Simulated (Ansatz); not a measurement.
**PF3 (phosphorus trifluoride), step by step**

Wanted: a series of 64 runs (B3LYP/def2-SVP, UB3LYP/def2-SVP, PBE/def2-TZVPP, UPBE/def2-TZVPP, B3LYP/def2-TZVPP, UB3LYP/def2-TZVPP, HF/def2-TZVPP, UHF/def2-TZVPP, and more) of F3P and its partners. 

The calculation is run with Ansatz 0.2.0.

**1. Starting point**

PF3 has 4 atoms, charge 0, and is taken as a singlet. SMILES: `FP(F)F`. The coordinates come from a PBE0-D4/def2-TZVP relaxation. The run starts from this shape.

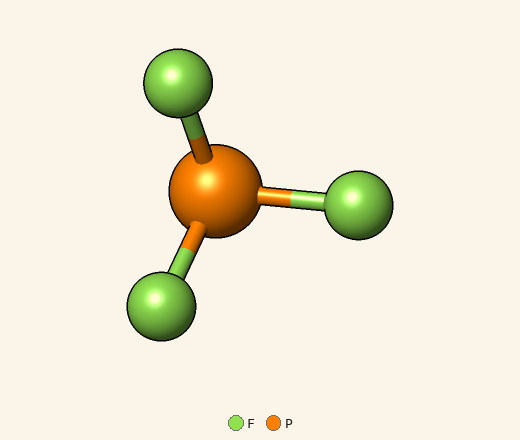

The structure, seen from a chosen angle (fluorine green, phosphorus orange).

**2. A geometry optimisation at B3LYP/def2-SVP (paw set gaussian, start density atoms) (run 1)**

File input.yaml:

```yaml
crystal:
  periodic: [false, false, false]
  atoms:
    - {symbol: F, position_ang: [0.834400, -0.663200, 0.874500]}
    - {symbol: P, position_ang: [-0.297500, 0.314600, 0.392300]}
    - {symbol: F, position_ang: [-1.061900, -0.696500, -0.536900]}
    - {symbol: F, position_ang: [0.525000, 1.045200, -0.730000]}
basis:
  gaussian: {orbitals: def2-SVP}
hamiltonian: {xc: {name: B3LYP}}
relax: {}
```

Launch:

```bash
$ ansatz run input.yaml --threads 1 --pin off --max-ram 3480MiB --events-out events.jsonl --progress --plain --runs-dir runs
```

The log of the run:

```text
Warning: RAYON_NUM_THREADS=1 ignored (pool sized by the plan → 1); use --threads N
The last accepted step is kept in runs//last_step.txt (removed where the run ends without a failure and the disk answers)
[... 46 lines left out ...]
Total energy: -17432.54852470 eV, -640.6343420771 hartree
[... 4 lines left out ...]
Dipole moment:    -0.143552     0.151782     0.189293 e Å
```

It took 8.1 s on 1 thread of Arm Neoverse V1, shared host; peak memory 0.11 GiB.

The path in brief:

```
step  energy from the first frame kept (eV)  largest force (eV/Å)
   1                                 0.0000                1.8149
   2                                -0.0386                1.0609
   3                                -0.0581                0.1732
   4                                -0.0586                0.0217
   5                                -0.0587                0.0009
```

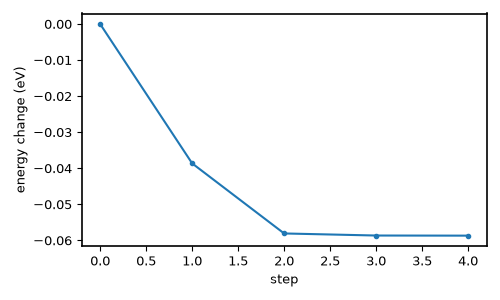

Energy along the run.

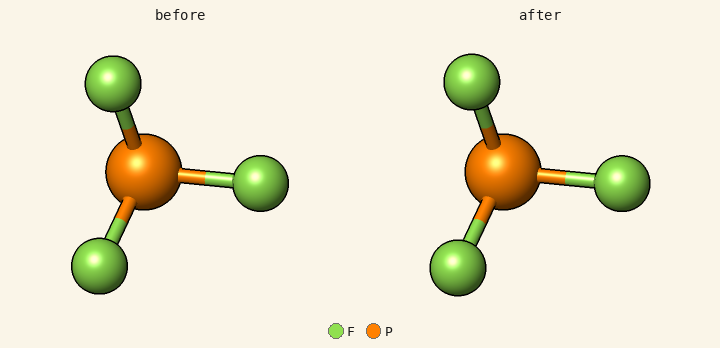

Before and after, at one scale.

After the run. Bond lengths: F1–P2 1.603 Å, P2–F3 1.603 Å, P2–F4 1.603 Å. Angles: F1–P2–F3 97.4°, F1–P2–F4 97.4°, F3–P2–F4 97.4°.

**3. The doublet cation: a geometry optimisation at UB3LYP/def2-SVP (paw set gaussian, start density atoms) (run 2)**

File in.yaml:

```yaml
crystal:
  periodic: [false, false, false]
  atoms:
    - {symbol: F, position_ang: [0.834400, -0.663200, 0.874500]}
    - {symbol: P, position_ang: [-0.297500, 0.314600, 0.392300]}
    - {symbol: F, position_ang: [-1.061900, -0.696500, -0.536900]}
    - {symbol: F, position_ang: [0.525000, 1.045200, -0.730000]}
basis:
  gaussian:
    orbitals: def2-SVP
magnetization:
  spin_polarized: true
  initial_magnetization: 1
relax: {}
hamiltonian:
  xc: {name: B3LYP}
total_charge: 1
```

Launch:

```bash
$ ansatz run in.yaml --threads 1 --pin off --max-ram 3480MiB --events-out events.jsonl --progress --plain --runs-dir runs
```

The log of the run:

```text
Warning: RAYON_NUM_THREADS=1 ignored (pool sized by the plan → 1); use --threads N
The last accepted step is kept in runs//last_step.txt (removed where the run ends without a failure and the disk answers)
[... 59 lines left out ...]
Total energy: -17421.07074945 eV, -640.2125416165 hartree
[... 4 lines left out ...]
Dipole moment:    -0.201079     0.212604     0.265156 e Å
```

It took 18 s on 1 thread of Arm Neoverse V1, shared host; peak memory 0.14 GiB.

Steps, from the record of the run:

```
step  energy from the first frame kept (eV)  largest force (eV/Å)
   1                                 0.0000                4.8282
   2                                -0.3586                3.3056
   3                                -0.5023                1.0298
   4                                -0.5678                0.3788
   5                                -0.5766                0.1009
   6                                -0.5768                0.0543
   7                                -0.5768                0.0001
```

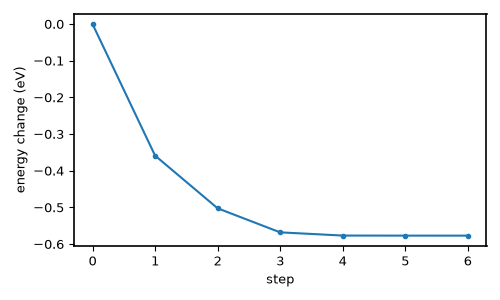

Energy along the run.

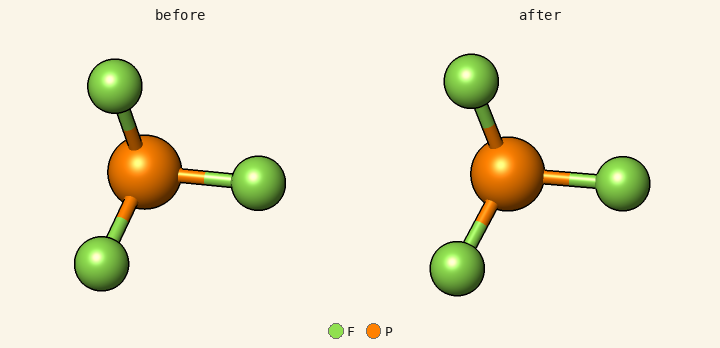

Before and after, at one scale.

After the run. Bond lengths: F1–P2 1.537 Å, P2–F3 1.537 Å, P2–F4 1.537 Å. Angles: F1–P2–F3 108.4°, F1–P2–F4 108.4°, F3–P2–F4 108.4°.

Runs 3 to 40 aren't shown in full; the table further down has their settings and results.

**4. The doublet cation: the energy at USVWN5/def2-TZVPP (paw set gaussian, start density atoms) (run 41)**

File run.yaml:

```yaml
crystal:
  periodic: [false, false, false]
  atoms:
    - {symbol: F, position_ang: [0.844026, -0.661394, 0.970093]}
    - {symbol: P, position_ang: [-0.205463, 0.217265, 0.270909]}
    - {symbol: F, position_ang: [-1.156217, -0.696479, -0.518691]}
    - {symbol: F, position_ang: [0.517654, 1.140708, -0.722411]}
basis:
  gaussian:
    orbitals: def2-TZVPP
total_charge: 1
magnetization:
  spin_polarized: true
  initial_magnetization: 1
hamiltonian:
  xc: {name: SVWN5}
```

Launch:

```bash
$ ansatz run run.yaml --threads 1 --pin off --max-ram 3480MiB --events-out events.jsonl --progress --plain --runs-dir runs
```

The log of the run:

```text
Warning: RAYON_NUM_THREADS=1 ignored (pool sized by the plan → 1); use --threads N
Functional definition: SVWN5
  name "SVWN5"
  exchange = slater_x
  correlation = vwn5_c
755 factors; their error is unknown
mean field evaluation 1: about -17337.5045 eV, gradient 6.9e1 eV
mean field evaluation 2: about -17260.1260 eV, gradient 1.7e2 eV
mean field evaluation 4: about -17349.8742 eV, gradient 5.7e0 eV
mean field evaluation 8: about -17349.9818 eV, gradient 1.2e-1 eV
mean field evaluation 16: about -17349.9683 eV, gradient 5.4e-5 eV
mean field -17349.96827114 eV, -637.5995737334 hartree, gradient 5.4e-5 eV, S^2 0.750913; 0 other end points of the search recorded, 0 dependent functions left out
reference -17349.96829040 eV, -637.5995744414 hartree; 21, 20 occupied and 114, 115 virtual orbitals, 755 factors
Total energy: -17349.96829040 eV, -637.5995744414 hartree
```

It took 1.6 s on 1 thread of Arm Neoverse V1, shared host; peak memory 0.14 GiB.

Runs 42 to 63 aren't shown in full; the table further down has their settings and results.

**5. The F atom: the energy at UBLYP/def2-TZVPP (paw set gaussian, start density atoms) (run 64)**

File run.yaml:

```yaml
crystal:
  periodic: [false, false, false]
  atoms:
    - {symbol: F, position_ang: [0.834400, -0.663200, 0.874500]}
basis:
  gaussian: {orbitals: def2-TZVPP}
magnetization: {spin_polarized: true, initial_magnetization: 1}
hamiltonian: {xc: {name: BLYP}}
```

Run the same way, it converges to -99.76086 Eh (log not shown).

**6. Overview of the runs**

```
run                                                          level  broken bond  fragment atoms   partner  energy (Eh)  wall time
  1         B3LYP/def2-SVP (paw set gaussian, start density atoms)            –               –      base  -640.634342      8.1 s
  2        UB3LYP/def2-SVP (paw set gaussian, start density atoms)            –               –    cation  -640.212542       18 s
  3        UB3LYP/def2-SVP (paw set gaussian, start density atoms)            –               –     anion  -640.606835       77 s
  4        UB3LYP/def2-SVP (paw set gaussian, start density atoms)       (2, 1)       (2, 3, 4)  fragment  -540.797407      5.1 s
  5         PBE/def2-TZVPP (paw set gaussian, start density atoms)            –               –      base  -640.707501      1.5 s
  6        UPBE/def2-TZVPP (paw set gaussian, start density atoms)            –               –    cation  -640.301018        3 s
  7        UPBE/def2-TZVPP (paw set gaussian, start density atoms)            –               –     anion  -640.694549      3.3 s
  8        UPBE/def2-TZVPP (paw set gaussian, start density atoms)       (2, 1)       (2, 3, 4)  fragment  -540.826548      1.8 s
  9        UPBE/def2-TZVPP (paw set gaussian, start density atoms)       (2, 1)             (1)  fragment   -99.669123     0.39 s
 10       B3LYP/def2-TZVPP (paw set gaussian, start density atoms)            –               –      base  -641.158926      2.3 s
 11      UB3LYP/def2-TZVPP (paw set gaussian, start density atoms)            –               –    cation  -640.742880      4.5 s
 12      UB3LYP/def2-TZVPP (paw set gaussian, start density atoms)            –               –     anion  -641.145881      4.5 s
 13      UB3LYP/def2-TZVPP (paw set gaussian, start density atoms)       (2, 1)       (2, 3, 4)  fragment  -541.186326      2.1 s
 14      UB3LYP/def2-TZVPP (paw set gaussian, start density atoms)       (2, 1)             (1)  fragment   -99.770147     0.23 s
 15          HF/def2-TZVPP (paw set gaussian, start density atoms)            –               –      base  -639.311887      1.3 s
 16         UHF/def2-TZVPP (paw set gaussian, start density atoms)            –               –    cation  -638.934910      2.2 s
 17         UHF/def2-TZVPP (paw set gaussian, start density atoms)            –               –     anion  -639.264344      2.3 s
 18         UHF/def2-TZVPP (paw set gaussian, start density atoms)       (2, 1)       (2, 3, 4)  fragment  -539.756232      1.1 s
 19         UHF/def2-TZVPP (paw set gaussian, start density atoms)       (2, 1)             (1)  fragment   -99.411798     0.08 s
 20         MP2/def2-TZVPP (paw set gaussian, start density atoms)            –               –      base  -640.204637      2.1 s
 21        UMP2/def2-TZVPP (paw set gaussian, start density atoms)            –               –    cation  -639.798352      3.3 s
 22        UMP2/def2-TZVPP (paw set gaussian, start density atoms)            –               –     anion  -640.171261      3.6 s
 23        UMP2/def2-TZVPP (paw set gaussian, start density atoms)       (2, 1)       (2, 3, 4)  fragment  -540.375682      1.4 s
 24        UMP2/def2-TZVPP (paw set gaussian, start density atoms)       (2, 1)             (1)  fragment   -99.609588     0.13 s
 25     wB97M-V/def2-TZVPP (paw set gaussian, start density atoms)            –               –      base  -641.061180      6.9 s
 26   U-wB97M-V/def2-TZVPP (paw set gaussian, start density atoms)            –               –    cation  -640.644820       12 s
 27   U-wB97M-V/def2-TZVPP (paw set gaussian, start density atoms)            –               –     anion  -641.035634       14 s
 28   U-wB97M-V/def2-TZVPP (paw set gaussian, start density atoms)       (2, 1)       (2, 3, 4)  fragment  -541.103250      7.5 s
 29   U-wB97M-V/def2-TZVPP (paw set gaussian, start density atoms)       (2, 1)             (1)  fragment   -99.745271     0.61 s
 30      r2SCAN/def2-TZVPP (paw set gaussian, start density atoms)            –               –      base  -640.994749      3.6 s
 31    U-r2SCAN/def2-TZVPP (paw set gaussian, start density atoms)            –               –    cation  -640.591615      7.2 s
 32    U-r2SCAN/def2-TZVPP (paw set gaussian, start density atoms)            –               –     anion  -640.977876      6.6 s
 33    U-r2SCAN/def2-TZVPP (paw set gaussian, start density atoms)       (2, 1)       (2, 3, 4)  fragment  -541.059902      4.5 s
 34    U-r2SCAN/def2-TZVPP (paw set gaussian, start density atoms)       (2, 1)             (1)  fragment   -99.727635     0.57 s
 35     PBE0-D4/def2-TZVPP (paw set gaussian, start density atoms)            –               –      base  -640.728129      2.2 s
 36    UPBE0-D4/def2-TZVPP (paw set gaussian, start density atoms)            –               –    cation  -640.318757      4.2 s
 37    UPBE0-D4/def2-TZVPP (paw set gaussian, start density atoms)            –               –     anion  -640.710475      4.5 s
 38    UPBE0-D4/def2-TZVPP (paw set gaussian, start density atoms)       (2, 1)       (2, 3, 4)  fragment  -540.848078      2.2 s
 39    UPBE0-D4/def2-TZVPP (paw set gaussian, start density atoms)       (2, 1)             (1)  fragment   -99.676173     0.21 s
 40       SVWN5/def2-TZVPP (paw set gaussian, start density atoms)            –               –      base  -638.013515     0.96 s
 41      USVWN5/def2-TZVPP (paw set gaussian, start density atoms)            –               –    cation  -637.599574      1.6 s
 42      USVWN5/def2-TZVPP (paw set gaussian, start density atoms)            –               –     anion  -637.996742      1.7 s
 43      USVWN5/def2-TZVPP (paw set gaussian, start density atoms)       (2, 1)       (2, 3, 4)  fragment  -538.657381        1 s
 44      USVWN5/def2-TZVPP (paw set gaussian, start density atoms)       (2, 1)             (1)  fragment   -99.107405     0.21 s
 45      B2PLYP/def2-TZVPP (paw set gaussian, start density atoms)            –               –      base  -640.867368      4.5 s
 46     UB2PLYP/def2-TZVPP (paw set gaussian, start density atoms)            –               –    cation  -640.456504      6.9 s
 47     UB2PLYP/def2-TZVPP (paw set gaussian, start density atoms)            –               –     anion  -640.845107      7.5 s
 48     UB2PLYP/def2-TZVPP (paw set gaussian, start density atoms)       (2, 1)       (2, 3, 4)  fragment  -540.942707      4.2 s
 49     UB2PLYP/def2-TZVPP (paw set gaussian, start density atoms)       (2, 1)             (1)  fragment   -99.718571      0.3 s
 50     RPA@PBE/def2-TZVPP (paw set gaussian, start density atoms)            –               –      base  -640.594099      3.9 s
 51     RPA@PBE/def2-TZVPP (paw set gaussian, start density atoms)            –               –    cation  -640.175562      7.5 s
 52     RPA@PBE/def2-TZVPP (paw set gaussian, start density atoms)            –               –     anion  -640.575474      5.7 s
 53     RPA@PBE/def2-TZVPP (paw set gaussian, start density atoms)       (2, 1)       (2, 3, 4)  fragment  -540.669118      2.9 s
 54     RPA@PBE/def2-TZVPP (paw set gaussian, start density atoms)       (2, 1)             (1)  fragment   -99.736200     0.63 s
 55   CAM-B3LYP/def2-TZVPP (paw set gaussian, start density atoms)            –               –      base  -641.089951      2.6 s
 56  UCAM-B3LYP/def2-TZVPP (paw set gaussian, start density atoms)            –               –    cation  -640.672621      4.8 s
 57  UCAM-B3LYP/def2-TZVPP (paw set gaussian, start density atoms)            –               –     anion  -641.074449      5.7 s
 58  UCAM-B3LYP/def2-TZVPP (paw set gaussian, start density atoms)       (2, 1)       (2, 3, 4)  fragment  -541.135846      2.8 s
 59  UCAM-B3LYP/def2-TZVPP (paw set gaussian, start density atoms)       (2, 1)             (1)  fragment   -99.746850     0.27 s
 60        BLYP/def2-TZVPP (paw set gaussian, start density atoms)            –               –      base  -641.129740      1.7 s
 61       UBLYP/def2-TZVPP (paw set gaussian, start density atoms)            –               –    cation  -640.722234      3.6 s
 62       UBLYP/def2-TZVPP (paw set gaussian, start density atoms)            –               –     anion  -641.116026      3.6 s
 63       UBLYP/def2-TZVPP (paw set gaussian, start density atoms)       (2, 1)       (2, 3, 4)  fragment  -541.164062        2 s
 64       UBLYP/def2-TZVPP (paw set gaussian, start density atoms)       (2, 1)             (1)  fragment   -99.760861      0.3 s
```

**7. What came out**

```
                                                                                                                                       quantity         value
                                                                                                                   F atom, run 64: total energy  -99.76086 Eh
                                                                                                                           F atom, run 64: ⟨S²⟩         0.751
                     adiabatic electron affinity (to the doublet anion, shapes relaxed at B3LYP/def2-SVP, no zero-point term), B3LYP/def2-TZVPP     -0.355 eV
                       adiabatic electron affinity (to the doublet anion, shapes relaxed at B3LYP/def2-SVP, no zero-point term), MP2/def2-TZVPP     -0.908 eV
                   adiabatic electron affinity (to the doublet anion, shapes relaxed at B3LYP/def2-SVP, no zero-point term), RPA@PBE/def2-TZVPP     -0.507 eV
                 adiabatic electron affinity (to the doublet anion, shapes relaxed at B3LYP/def2-SVP, no zero-point term), CAM-B3LYP/def2-TZVPP     -0.422 eV
    dissociation energy of the P2–F1 bond into doublet PF2 and doublet F (shapes relaxed at B3LYP/def2-SVP, no zero-point term), PBE/def2-TZVPP      5.764 eV
dissociation energy of the P2–F1 bond into doublet PF2 and doublet F (shapes relaxed at B3LYP/def2-SVP, no zero-point term), PBE0-D4/def2-TZVPP      5.548 eV
 dissociation energy of the P2–F1 bond into doublet PF2 and doublet F (shapes relaxed at B3LYP/def2-SVP, no zero-point term), B2PLYP/def2-TZVPP      5.608 eV
                     adiabatic ionisation energy (to the doublet cation, shapes relaxed at B3LYP/def2-SVP, no zero-point term), BLYP/def2-TZVPP     11.089 eV
```

At B3LYP/def2-TZVPP: the adiabatic electron affinity (to the doublet anion, shapes relaxed at B3LYP/def2-SVP, no zero-point term) is −0.35 eV (−8.2 kcal/mol). A negative value puts this state of the anion above the relaxed parent: the electron is not bound at this level, and such a value depends on the basis. At MP2/def2-TZVPP: the adiabatic electron affinity (to the doublet anion, shapes relaxed at B3LYP/def2-SVP, no zero-point term) is −0.91 eV (−20.9 kcal/mol). At RPA@PBE/def2-TZVPP: the adiabatic electron affinity (to the doublet anion, shapes relaxed at B3LYP/def2-SVP, no zero-point term) is −0.51 eV (−11.7 kcal/mol). At CAM-B3LYP/def2-TZVPP: the adiabatic electron affinity (to the doublet anion, shapes relaxed at B3LYP/def2-SVP, no zero-point term) is −0.42 eV (−40.7 kJ/mol). At PBE/def2-TZVPP: the dissociation energy of the P2–F1 bond into doublet PF2 and doublet F (shapes relaxed at B3LYP/def2-SVP, no zero-point term) is 5.76 eV (133 kcal/mol). Totals of different functionals can't be ranked against each other. All runs together took 5.1 min, the longest 77 s.
